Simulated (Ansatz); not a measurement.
```yaml
atoms:
  - { symbol: Br, position_ang: [-1.5957, -1.6321, 1.5293] }
  - { symbol: Ga, position_ang: [-0.2637, -0.2697, 0.2527] }
  - { symbol: N, position_ang: [-1.0660, 0.7121, -1.0294] }
  - { symbol: N, position_ang: [1.5037, -0.2645, 0.6096] }
  - { symbol: H, position_ang: [-0.6103, 1.4755, -1.5127] }
  - { symbol: H, position_ang: [-2.0743, 0.7736, -1.0869] }
  - { symbol: H, position_ang: [2.1947, 0.1451, -0.0058] }
  - { symbol: H, position_ang: [1.9115, -0.9399, 1.2432] }
```

Geometry: PBE0-D4/def2-SVP.

Computed with isolated molecule in a Gaussian basis; Kohn-Sham density functional theory, functional PBE0 (Ansatz 0.2.0).

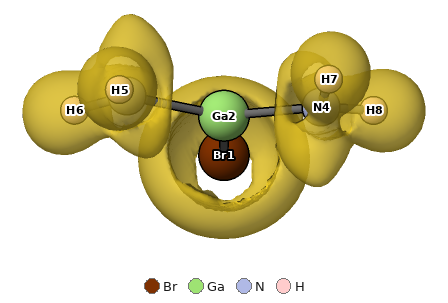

BrGaH4N2. Isosurface of the ELF at 0.8 (yellow), seen from one side. Only the valence region is drawn (cores and ρ < 0.01 e/Å³ removed).

> Where are the electrons localised?

The ELF exceeds this value in one ring or bowl of non-bonding electrons around Br and two joined regions spread over several atoms (H, N), in which their bonds and any lone pairs are merged.

Values along the shortest contacts:
Ga–N (1.80 Å): the ELF peaks at about 0.85 in the valence shell of N, 0.7 Å from its nucleus, and is about 0.30 at the midpoint. Ga–Br (2.29 Å): the ELF peaks at about 0.75 in the valence shell of Br, 1.0 Å from its nucleus, and is about 0.70 at the midpoint.
